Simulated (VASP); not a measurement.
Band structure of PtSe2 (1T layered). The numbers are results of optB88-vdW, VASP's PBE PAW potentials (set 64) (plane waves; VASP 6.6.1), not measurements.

Unless said otherwise, spin-orbit coupling is left out, though it shifts the bands of the heavy elements here.

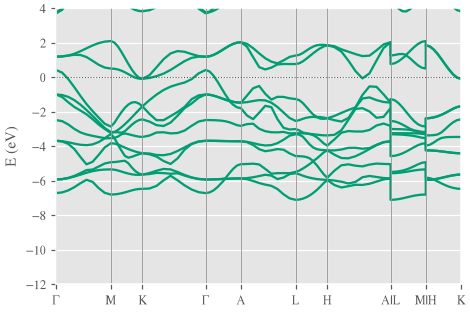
Figure. Bands along high-symmetry lines, zero at the valence-band maximum or, without a gap, the Fermi level

Task: Read the plot: is there a gap, and where are the band edges?

Result: It has no gap at this level: it comes out as a metal or semimetal. (Edges off the drawn lines would not show.)

The compound is PtSe2 in the 1T layered structure. It was relaxed first.
